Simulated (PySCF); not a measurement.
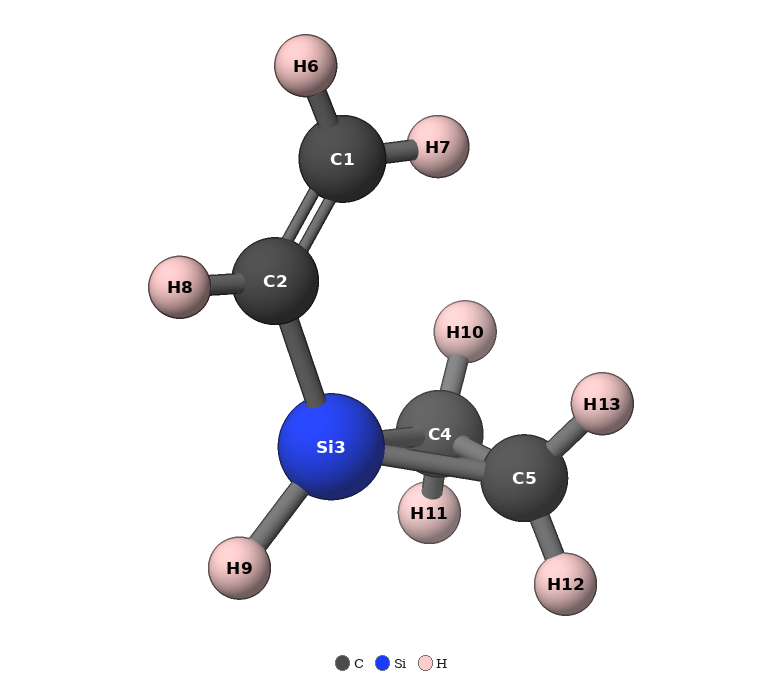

The computed structure is the end point of a GFN2-xTB optimisation. No frequency run is at hand to confirm it as a minimum. Level of theory: delta-SCF UKS SCAN, pcX-2 on the ionised atom, pcseg-1 elsewhere, spin-free X2C (PySCF 2.14.0).

Give the core-electron binding energies (to vacuum; p and d levels without spin–orbit splitting) of C1 1s, C2 1s, Si3 1s, Si3 2p, C4 1s.

| atom | level | binding energy (eV) |
| --- | --- | --- |
| C1 | 1s | 290.1 |
| C2 | 1s | 290.1 |
| Si3 | 1s | 1846.0 |
| Si3 | 2p | 106.5 |
| C4 | 1s | 289.7 |

The geometry is semi-empirical. Around Si such bond lengths and angles can be off by a tenth of an ångström or more and by several degrees, and values that hang on the shape move with them.
